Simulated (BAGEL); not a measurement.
# AlH (SMILES [AlH]): levels of theory compared

Wanted: a comparison of 6 runs (HF/3-21G, CASPT2(4,5)/6-31G*, MRCI(4,5)/6-31G*, NEVPT2(4,5)/6-31G*, CASPT2(4,5)/def2-TZVPPD, FCI/STO-3G) of AlH. 

Program for the calculation: BAGEL 1.2.2.

4 further runs of the same task are left out: 4 set aside as unsound or not needed.

### Step 1. The structure to begin with

AlH has 2 atoms, charge 0, and is taken as a singlet. SMILES: `[AlH]`. The Al1–H2 distance was set to 2.497 Å, away from the relaxed value.

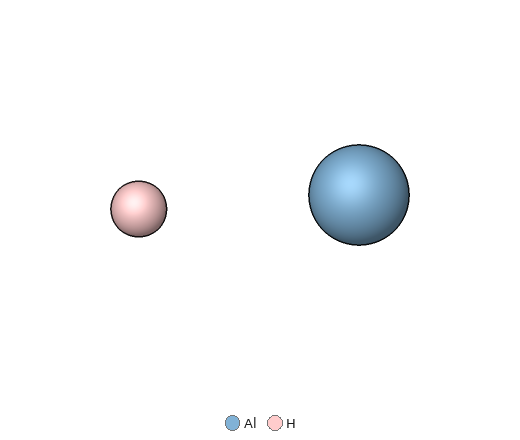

The structure, seen from a chosen angle (aluminium light blue, hydrogen pink).

### Step 2. A single-point energy at HF/3-21G (density fitting with cc-pvqz-jkfit) (run 1)

Input file job.json:

```json
{ "bagel" : [

{
  "title" : "molecule",
  "basis" : "3-21g",
  "df_basis" : "cc-pvqz-jkfit",
  "angstrom" : true,
  "geometry" : [
    { "atom" : "Al", "xyz" : [    0.000000,    0.000000,   -0.857990 ] },
    { "atom" : "H", "xyz" : [    0.000000,    0.000000,    1.639110 ] }
  ]
},
{ "title" : "hf" },
{ "title" : "print", "file" : "orbitals.molden", "orbitals" : true }

]}
```

Launch:

```
$ BAGEL_NUM_THREADS=1 BAGEL job.json > job.out
```

Output:

```text
* using 1 threads per process

  ===============================================================
  ===============================================================

  *** Geometry ***

  { "atom" : "Al", "xyz" : [      0.000000,      0.000000,     -1.621366 ] },
  { "atom" : "H", "xyz" : [      0.000000,      0.000000,      3.097469 ] },

  Number of auxiliary basis functions:      199

  Since a DF basis is specified, we compute 2- and 3-index integrals:
    o Being stored without compression. Storage requirement is 0.000 GB

  Number of basis functions:       15
  Number of electrons      :       14

    * METHOD: MOLECULE                             0.02

  *** RHF ***

  === Nuclear Repulsion ===
     2.7549171994

      * DIIS with orbital gradients will be used.

  === RHF iteration (3-21g) ===
      0       -241.03556540          0.02167219           0.00
      1       -241.06774750          0.00268925           0.00
      2       -241.06858091          0.00080251           0.00
      3       -241.06867823          0.00006265           0.00
      4       -241.06867908          0.00001163           0.00
      5       -241.06867912          0.00000151           0.00
      6       -241.06867912          0.00000018           0.00
      7       -241.06867912          0.00000003           0.00
      8       -241.06867912          0.00000000           0.00
    * SCF iteration converged.

    * Permanent dipole moment:
           (    0.000000,    -0.000000,     1.072944) a.u.

    * METHOD: HF                                   0.03

    * METHOD: PRINT                                0.00

  ===============================================================
```

Wall time 0.2 s (1 thread of Arm Neoverse V2, shared host).

### Step 3. The energy at CASPT2(4,5)/6-31G(d) (density fitting with cc-pvqz-jkfit, spherical functions) (run 2)

Input file caspt2.json:

```json
{ "bagel": [

{
  "title": "molecule",
  "basis": "6-31gs.json",
  "df_basis": "cc-pvqz-jkfit",
  "angstrom": true,
  "geometry": [
    { "atom": "Al", "xyz": [    0.000000,    0.000000,   -0.857990 ] },
    { "atom": "H", "xyz": [    0.000000,    0.000000,    1.639110 ] }
  ]
},
{
  "title": "hf"
},
{
  "title": "casscf",
  "nstate": 1,
  "nact": 5,
  "nclosed": 5,
  "maxiter": 200,
  "natocc": true
},
{
  "title": "print",
  "file": "orbitals.molden",
  "orbitals": true
},
{
  "title": "smith",
  "method": "caspt2",
  "ms": true,
  "xms": true,
  "sssr": true,
  "shift": 0.0,
  "ncore": 5
}

]}
```

The basis set 6-31G* is read from a file made from the Basis Set Exchange's data (not shown).

Launch:

```
$ BAGEL_NUM_THREADS=1 BAGEL caspt2.json > caspt2.out
```

Output:

```text
* using 1 threads per process

  ===============================================================
  ===============================================================

  *** Geometry ***

  { "atom" : "Al", "xyz" : [      0.000000,      0.000000,     -1.621366 ] },
  { "atom" : "H", "xyz" : [      0.000000,      0.000000,      3.097469 ] },

  Number of auxiliary basis functions:      199

  Since a DF basis is specified, we compute 2- and 3-index integrals:
    o Being stored without compression. Storage requirement is 0.001 GB

  Number of basis functions:       20
  Number of electrons      :       14

    * METHOD: MOLECULE                             0.02

  *** RHF ***

  === Nuclear Repulsion ===
     2.7549171994

      * DIIS with orbital gradients will be used.

[... 6 lines left out ...]
    * SCF iteration converged.
[... 1 line left out ...]
    * Permanent dipole moment:
[... 22 lines left out ...]
    * Second-order optimization converged. *
[... 11 lines left out ...]
     * ci vector, state   0, <S^2> = 0.0000
[... 14 lines left out ...]
    * METHOD: CASSCF                               0.14

    * METHOD: PRINT                                0.00

  === SMITH program ===

    * freezing 5 orbitals

    * Approximate memory requirement for SMITH calulation per MPI process:
      o Storage requirement for T-amplitude, lambda, and residual is 0.00 GB
      o Storage requirement for MO integrals is 0.00 GB
    * Calculating and saving rdm4f

    * Zeroth order energy : state  0       -1.2478300779

    * CASPT2 iteration is performed using redundant basis

      ---- iteration ----

        0    -0.01250562     0.00509941      0.00
        1    -0.01270296     0.00045937      0.00
        2    -0.01270566     0.00004868      0.00
        3    -0.01270568     0.00000592      0.00
        4    -0.01270568     0.00000059      0.00

      -------------------

    * CASPT2 energy : state  0     -242.4479366039
        reference weight              0.9907986081

    * METHOD: SMITH                                0.04

  ===============================================================
```

It took 0.38 s on 1 thread of Arm Neoverse V2, shared host.

Runs 3 to 5 aren't shown in full; the table further down has their settings and results.

### Step 4. A single-point energy at FCI/STO-3G (density fitting with cc-pvqz-jkfit) (run 6)

Input file fci.json:

```json
{ "bagel" : [

{
  "title" : "molecule",
  "basis" : "sto-3g",
  "df_basis" : "cc-pvqz-jkfit",
  "angstrom" : true,
  "geometry" : [
    { "atom" : "Al", "xyz" : [    0.000000,    0.000000,   -0.857990 ] },
    { "atom" : "H", "xyz" : [    0.000000,    0.000000,    1.639110 ] }
  ]
},
{ "title" : "hf", "charge" : 0 },
{ "title" : "fci", "nstate" : 1, "charge" : 0, "ncore" : 5 }

]}
```

Launch:

```
$ BAGEL_NUM_THREADS=1 BAGEL fci.json > fci.out
```

Output:

```text
* using 1 threads per process

  ===============================================================
  ===============================================================

  *** Geometry ***

  { "atom" : "Al", "xyz" : [      0.000000,      0.000000,     -1.621366 ] },
  { "atom" : "H", "xyz" : [      0.000000,      0.000000,      3.097469 ] },

  Number of auxiliary basis functions:      199

  Since a DF basis is specified, we compute 2- and 3-index integrals:
    o Being stored without compression. Storage requirement is 0.000 GB

  Number of basis functions:       10
  Number of electrons      :       14

    * METHOD: MOLECULE                             0.02

  *** RHF ***

  === Nuclear Repulsion ===
     2.7549171994

      * DIIS with orbital gradients will be used.

  === RHF iteration (sto-3g) ===
      0       -239.29076165          0.02639358           0.00
      1       -239.36184253          0.00504375           0.00
      2       -239.36237837          0.00073369           0.00
      3       -239.36241062          0.00008319           0.00
      4       -239.36241098          0.00001388           0.00
      5       -239.36241099          0.00000192           0.00
      6       -239.36241099          0.00000001           0.00
    * SCF iteration converged.

    * Permanent dipole moment:
           (    0.000000,     0.000000,     2.115283) a.u.

    * METHOD: HF                                   0.02

  ---------------------------
        FCI calculation
  ---------------------------

  Performs exactly the same way as Knowles & Handy 1984 CPL

  o alpha-beta strings
      length:            20
  o size of the space
      determinant space:  100
      spin-adapted space: 50

  o single displacement lists (alpha)
      length:            80
  o single displacement lists (beta)
      length:            80

     guess   0:   closed 11...                open .....

  === FCI iteration ===

      0  0      -239.36241099     2.07e-02      0.00
      1  0      -239.42049113     7.20e-03      0.00
      2  0      -239.42819950     4.21e-03      0.00
      3  0      -239.43043583     8.48e-04      0.00
      4  0      -239.43052801     1.69e-04      0.00
      5  0      -239.43053273     6.85e-05      0.00
      6  0      -239.43053317     1.50e-05      0.00
      7  0      -239.43053320     9.90e-07      0.00
      8  0      -239.43053320     9.30e-08      0.00
      9  0      -239.43053320     1.16e-08      0.00
     10  0      -239.43053320     1.09e-09      0.00
     11  0 *    -239.43053320     7.37e-11      0.00

     * ci vector, state   0, <S^2> = 0.0000
       22...    -0.9341283163
       2...2     0.2590884267
       .22..     0.1180461115
       .2.2.     0.1180461115
       2b..a     0.0991141279
       2a..b     0.0991141279

    * METHOD: FCI                                  0.00

  ===============================================================
```

Wall time 0.2 s (1 thread of Arm Neoverse V2, shared host).

### Step 5. All runs side by side

```
run                                                                         level  iteration cap  active rule  energy (Eh)  wall time
  1                                 HF/3-21G (density fitting with cc-pvqz-jkfit)              –            –  -241.068679      0.2 s
  2  CASPT2(4,5)/6-31G* (density fitting with cc-pvqz-jkfit, spherical functions)            200      valence  -242.447937     0.38 s
  3    MRCI(4,5)/6-31G* (density fitting with cc-pvqz-jkfit, spherical functions)            200      valence  -242.452044      2.2 s
  4  NEVPT2(4,5)/6-31G* (density fitting with cc-pvqz-jkfit, spherical functions)            200      valence  -242.446819     0.36 s
  5                  CASPT2(4,5)/def2-TZVPPD (density fitting with cc-pvqz-jkfit)            200      valence  -242.484260        1 s
  6                               FCI/STO-3G (density fitting with cc-pvqz-jkfit)              –            –  -239.430533      0.2 s
```

### Step 6. Results

| quantity | value |
| --- | --- |
| run 6: total energy | -239.43053 Eh |

In words: In run 6 the basis is minimal, so the values are rough. All runs together took 4.4 s, the longest 2.2 s.
